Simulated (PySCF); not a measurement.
## A study: C₄HNO₂, SMILES `N#CC1=CC(=O)O1`

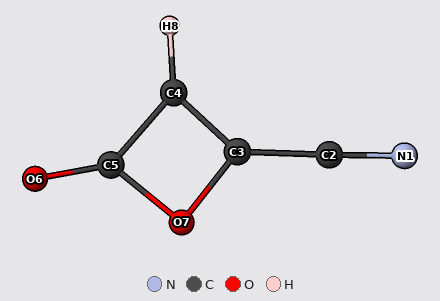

The molecule, with its atoms numbered as below. No frequency check shows the geometry to be a minimum.

Geometry (Å), atoms numbered from 1:

```
N1      -3.0372    0.1062    0.0000
C2      -1.8946    0.0209    0.0000
C3      -0.4999   -0.1135    0.0000
C4       0.4118   -1.1075    0.0000
C5       1.4359   -0.0181    0.0000
O6       2.6017    0.1320    0.0000
O7       0.4149    0.9607    0.0000
H8       0.4080   -2.1755    0.0000
```

### 1. In an electric field

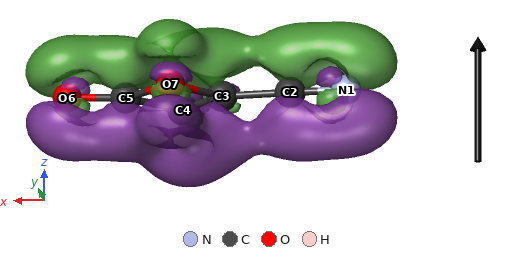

Change of the electron density in a uniform field of 0.21 V/Å along +z (arrow), surfaces at ±0.001 e/Å³ (purple: gain, green: loss).

Method: PBE/def2-SVPD; geometry: GFN2-xTB; program: PySCF. This is a single-reference result, which may miss multireference character in this system.

The field was applied in both directions; the picture shows the one opposite to the script's first.

**What dipole is induced, and what polarisability does it imply?**

The induced dipole is 0.35 D (along the field); α along this axis, from the fields in both directions, is 34 bohr³ (5.0 Å³).

### 2. Localised orbitals

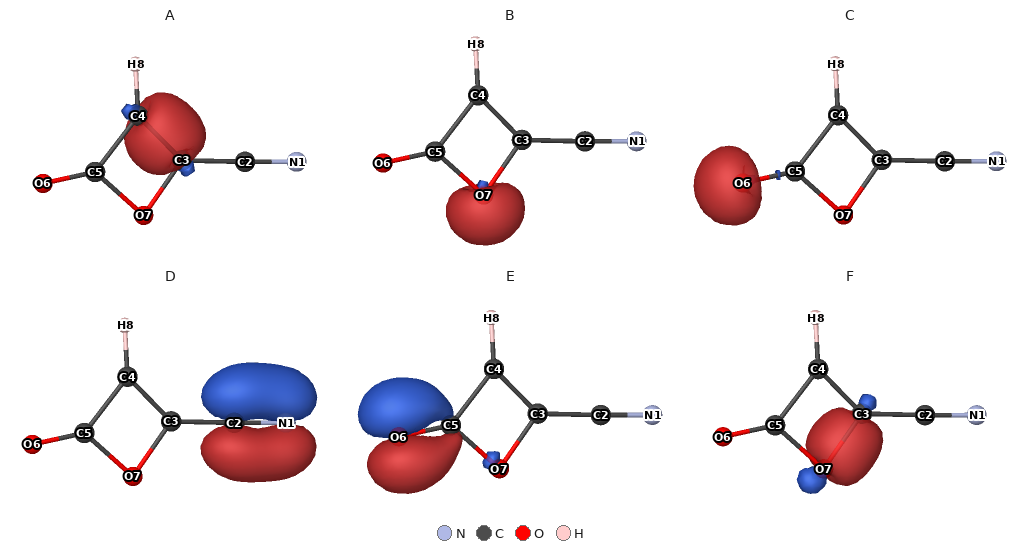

Pipek–Mezey orbitals, occupied; each surface holds about 80 % of the orbital's density. Energies are diagonal elements of the Fock matrix.

Computed with PySCF, PBE0/cc-pVDZ, geometry: GFN2-xTB. This is a single-reference result, which may miss multireference character in this system.

**What does each orbital represent in a Lewis picture?**

By panel:
- A: σ bond C3–C4 (C3 51 %, C4 48 %; −19.4 eV)
- B: lone pair on O7 (sp0.8-type) (O7 99 %; −17.5 eV)
- C: lone pair on O6 (sp0.7-type) (O6 99 %; −17.4 eV)
- D: π bond N1–C2 (N1 51 %, C2 48 %; −11.2 eV)
- E: lone pair on O6 (p-type) (O6 88 %, C5 8 %; −10.6 eV)
- F: σ bond O7–C3 (O7 61 %, C3 37 %; −21.3 eV)

**How do all the valence pairs divide up?**

17 pairs: 8 σ bonds, 5 lone pairs and 4 two-centre π bonds.

### 3. Magnetic shielding

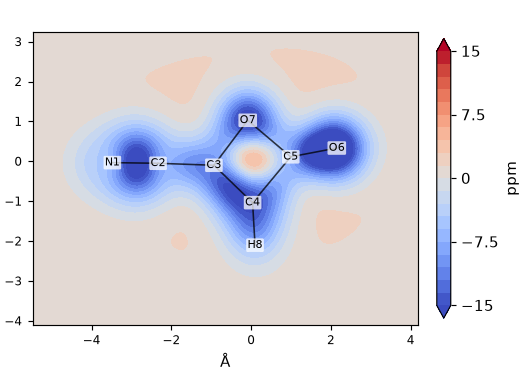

NICSzz (the component normal to the ring) 1.0 Å above the plane of the 4-membered ring C3/C4/C5/O7; GIAO shieldings; atoms are projected onto the map; negative values mean shielding.

PySCF calculation, HF/def2-SVP, gas phase; geometry: GFN2-xTB. This is a single-reference result, which may miss multireference character in this system.

**Is the ring aromatic by this magnetic criterion?**

It is neither clearly diatropic nor paratropic (non-aromatic): NICS(0) = −1.2, NICS(1) = −1.3, NICS(1)zz = +4.2 ppm. In a four-membered ring the σ bonds add to these values.

**What absolute proton shieldings does the same calculation give?**

26.4 ppm for all of them.

### 4. The π system

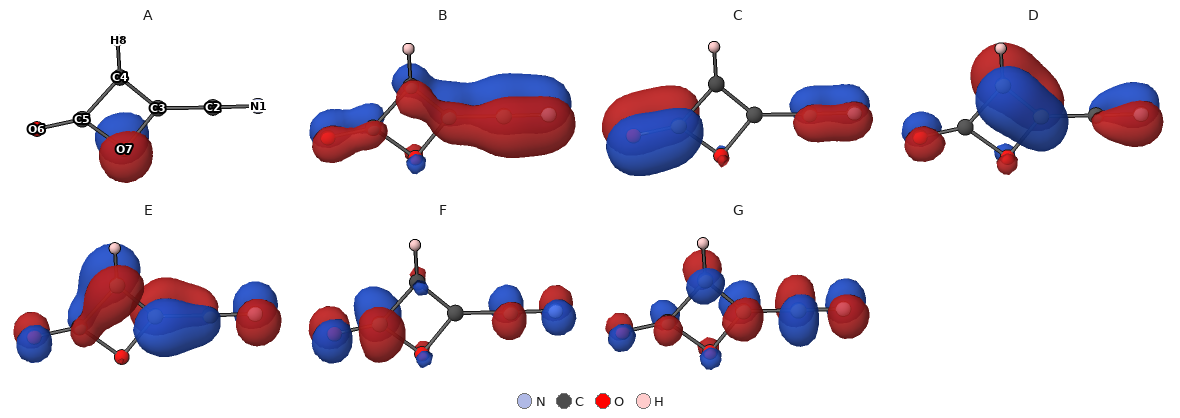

Natural orbitals of the π active space, CASSCF(8,7), singlet state, in order of falling occupation. The active space holds only one of the two perpendicular π systems.

Method: 6-311G** basis; geometry: GFN2-xTB; program: PySCF.

**What are the natural occupation numbers?**

A 2.00, B 1.94, C 1.94, D 1.89, E 0.12, F 0.06, G 0.05.

**How multiconfigurational is the state?**

The leading determinant weighs 0.89; the effective number of unpaired electrons, Σ n²(2−n)², is 0.14; the most occupied of the weakly occupied orbitals holds 0.12 e, as in an ordinary closed-shell π system. The active space lowers the energy by 2.42 eV against Hartree–Fock.

**Where does the lowest triplet lie relative to the singlet, at this geometry and within this active space?**

2.88 eV above it by strongly contracted NEVPT2 (+3.09 eV by CASSCF); a small basis tends to put such gaps a few tenths of an eV too high. This is a vertical energy for π states alone; a state that uses lone pairs or σ orbitals may lie lower.
